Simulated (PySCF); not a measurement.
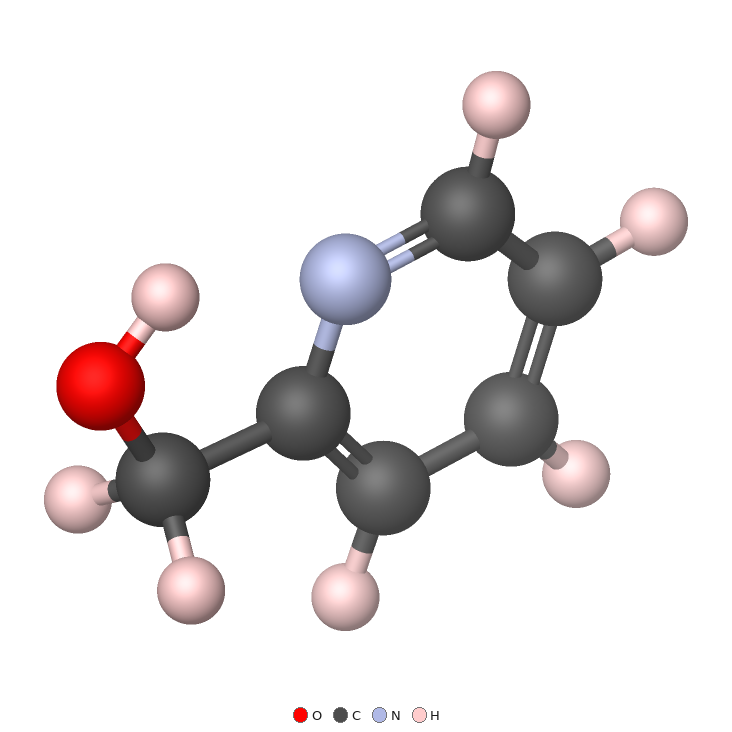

The computed structure is the end point of a GFN2-xTB optimisation. No frequency run is at hand to confirm it as a minimum. Properties computed with ωB97X-D/def2-SVPD, gas phase (PySCF 2.14.0). Excitations: vertical, linear response.

Estimate the brightest of the 8 lowest singlets.

Answer. 7.54 eV.

What is the HOMO energy (Kohn–Sham orbital)?

Answer. −9.19 eV.

Estimate the mean static polarisability.

Answer. 78.6 bohr³.

Estimate the HOMO–LUMO gap.

Answer. 9.88 eV.
